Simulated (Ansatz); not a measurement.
Si2C3

```
Si C
1.0
     2.80901    0.00000    0.00000
    -1.40450    2.43267    0.00000
     0.00000    0.00000    8.70143
Si C
2 3
Direct
  0.00000 0.00000 0.85468
  0.00000 0.00000 0.14532
  0.00000 0.00000 0.35337
  0.00000 0.00000 0.50000
  0.00000 0.00000 0.64663
```

Space group P6/mmm; a structure generated by program, which may or may not match a known phase.

Theory: DFT PBE, scalar-relativistic, plane waves, PAW in Ansatz 0.2.0.

What can the converged valence pseudo-density and electron localisation function tell about the bonding?

C–C (1.28 Å): ρ at the midpoint is about 2.5 e/Å³; the ELF peaks at about 0.90 between the atoms.
Si–C (1.81 Å): the density is about 0.97 e/Å³ at the midpoint; the ELF peaks at about 0.95 between the atoms.
Si–Si (2.53 Å): ρ at the midpoint is about 0.39 e/Å³; the ELF peaks at about 0.85 between the atoms.

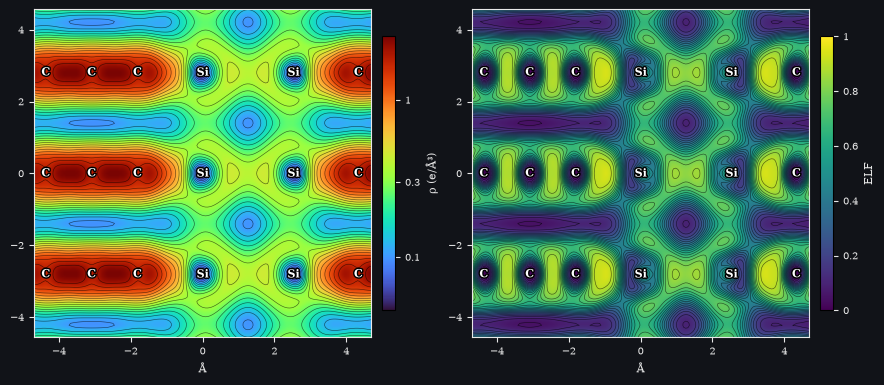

Computed valence pseudo-density and electron localisation function on the (11̄0) plane of the conventional cell, in this order. 

In a PAW calculation such maps are meaningful between the atoms, not at the nuclei.
